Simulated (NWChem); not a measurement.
# CH4 (SMILES C): levels of theory compared

Wanted: a comparison of 6 runs (HF/def2-SVP, B2PLYP/6-31G**, TPSS/def2-TZVPP, CCSD/def2-TZVPP, CCSD(T)/pcseg-2, CCSD(T)/def2-TZVPP) of CH4. 

The calculation is run with NWChem 7.3.0.

## (1) The structure to begin with

The species is CH4 (5 atoms), meant as a singlet with charge 0. As SMILES, `C`. The coordinates come from a PBE0-D4/def2-TZVP relaxation.

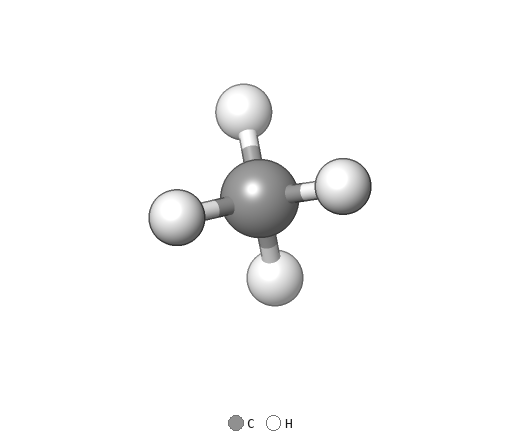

The structure, seen from a chosen angle (carbon grey, hydrogen white).

## (2) Energy and gradient at HF/def2-SVP (run 1)

File ch4.nw:

```
start ch4
title "CH4 gradient"
memory stack 880 mb heap 220 mb global 1100 mb

geometry units angstroms noautosym nocenter noautoz
   C     0.000000    0.000000    0.000000
   H     0.159000   -0.243200    1.050200
   H    -1.006700    0.395200   -0.132900
   H     0.119700   -0.899500   -0.603300
   H     0.728100    0.747400   -0.313900
end

basis spherical bse
   C library def2-SVP
   H library def2-SVP
end

scf
   thresh 1e-08
   maxiter 80
end

task scf gradient
```

Started as:

```console
$ nwchem ch4.nw > ch4.out
```

Output:

```text
[...]
  functions       =    34
[...]
  wavefunction    = RHF
[...]
         Total SCF energy =    -40.169177556168
      One-electron energy =    -79.646439850627
      Two-electron energy =     26.037497049413
 Nuclear repulsion energy =     13.439765245045
        Time for solution =      0.4s
[...]
                         RHF ENERGY GRADIENTS
    atom               coordinates                        gradient
                 x          y          z           x          y          z
   1 C       0.000000   0.000000   0.000000   -0.000012   0.000041  -0.000010
   2 H       0.300466  -0.459581   1.984590   -0.000005   0.000019  -0.000056
   3 H      -1.902387   0.746820  -0.251145    0.000066  -0.000032   0.000014
   4 H       0.226200  -1.699809  -1.140072   -0.000002   0.000034   0.000021
   5 H       1.375909   1.412381  -0.593185   -0.000047  -0.000062   0.000031
[...]
```

Wall time 1.2 s (1 thread of Intel Xeon Platinum 8488C (Sapphire Rapids), shared host); peak memory 0.1 GiB.

## (3) A single-point energy at B2PLYP/6-31G(d,p) (spherical functions) (run 2)

File nw.nw:

```
start nw
memory total 2200 mb

geometry units au noautosym nocenter noautoz
  C      0.00000000     0.00000000     0.00000000
  H      0.30046645    -0.45958139     1.98459038
  H     -1.90238729     0.74681976    -0.25114460
  H      0.22620022    -1.69980865    -1.14007177
  H      1.37590959     1.41238131    -0.59318503
end

basis spherical bse
  * library 6-31G**
end

dft
  xc hfexch 0.53 becke88 0.47 lyp 0.73 mp2 0.27
  dftmp2 semidirect
  grid xfine
  convergence energy 1e-08
  maxiter 100
  mulliken
  print medium
end

mp2
  freeze core 1
end

task dft energy
```

Started as:

```console
$ nwchem nw.nw > nw.out
```

Output:

```text
[...]
          Wavefunction type:  closed shell.
          No. of atoms     :     5
          No. of electrons :    10
[...]
          Charge           :     0
          Spin multiplicity:     1
[...]
          AO basis - number of functions:    34
[...]
              XC Information
              --------------
                     Hartree-Fock (Exact) Exchange  0.530
                    Becke 1988 Exchange Functional  0.470
              Lee-Yang-Parr Correlation Functional  0.730
[...]
 d= 0,ls=0.0,diis     1    -40.3997210059 -5.38D+01  5.12D-03  6.99D-02     0.8
[...]
 d= 0,ls=0.0,diis     6    -40.4093902796 -1.17D-09  2.26D-07  3.34D-11     3.9
         Total DFT energy =      -40.409390279616
      One electron energy =      -79.811418366855
           Coulomb energy =       32.764432812496
    Exchange-Corr. energy =       -6.802168997165
 Nuclear repulsion energy =       13.439764271907
[...]
      Total Density - Mulliken Population Analysis
     ---------------------------------------------
    Atom       Charge   Shell Charges
 -----------   ------   -------------------------------------------------------
    1 C    6     6.47   2.00  0.65  2.10  0.63  1.07  0.03
    2 H    1     0.88   0.53  0.34  0.01
    3 H    1     0.88   0.53  0.34  0.01
    4 H    1     0.88   0.53  0.34  0.01
    5 H    1     0.88   0.53  0.34  0.01
[...]
  Basis functions       =     34
[...]
```

Run time: 4.8 s. Hardware: 1 thread of Intel Xeon Platinum 8488C (Sapphire Rapids), shared host; peak memory 0.12 GiB.

Runs 3 to 5 aren't shown in full; the table further down has their settings and results.

## (4) The energy at CCSD(T)/def2-TZVPP (run 6)

File ch4.nw:

```
start ch4
title "CH4"
memory stack 880 mb heap 220 mb global 1100 mb

geometry units angstrom noautosym nocenter noautoz
  C     0.000000    0.000000    0.000000
  H     0.159000   -0.243200    1.050200
  H    -1.006700    0.395200   -0.132900
  H     0.119700   -0.899500   -0.603300
  H     0.728100    0.747400   -0.313900
end

basis spherical bse
  C library def2-TZVPP
  H library def2-TZVPP
end

scf
  thresh 1e-08
  maxiter 80
  print low
end

ccsd
  freeze core 1
  maxiter 60
end

task ccsd(t) energy
```

Started as:

```console
$ nwchem ch4.nw > ch4.out
```

Output:

```text
[...]
  functions       =    87
[...]
  wavefunction    = RHF
[...]
         Total SCF energy =    -40.214326790221
      One-electron energy =    -79.741794008956
      Two-electron energy =     26.087701973690
 Nuclear repulsion energy =     13.439765245045
        Time for solution =      5.5s
[...]
 Total MP2 energy:            -40.412058194936293
[...]
             energy      energy      error      ampl     ampl      Block
                                                time     time      time
[...]
 Total CCSD energy:            -40.432380547407682
[...]
 Total CCSD+T(CCSD) energy:            -40.438797674404341
[...]
 Total CCSD(T) energy:                 -40.438605202101506
[...]
```

Run time: 47 s. Hardware: 1 thread of Intel Xeon Platinum 8488C (Sapphire Rapids), shared host; peak memory 0.15 GiB.

## (5) Overview of the runs

```
run                                 level      task  iteration cap  energy (Eh)  wall time
  1                           HF/def2-SVP  gradient             80   -40.169178      1.2 s
  2  B2PLYP/6-31G** (spherical functions)    energy            100   -40.461624      4.8 s
  3                       TPSS/def2-TZVPP  gradient            100   -40.541431       25 s
  4                       CCSD/def2-TZVPP    energy             80   -40.432381       50 s
  5                       CCSD(T)/pcseg-2    energy             80   -40.435073       47 s
  6                    CCSD(T)/def2-TZVPP    energy             80   -40.438605       47 s
```

## (6) What came out

```
                                         quantity         value
                              run 6: total energy  -40.43861 Eh
run 6: correlation energy (1 core orbital frozen)    -224.3 mEh
                            run 6: (T) correction     -6.22 mEh
```

**Reading.** Totals of different functionals can't be ranked against each other. All runs together took 2.9 min, the longest 50 s.
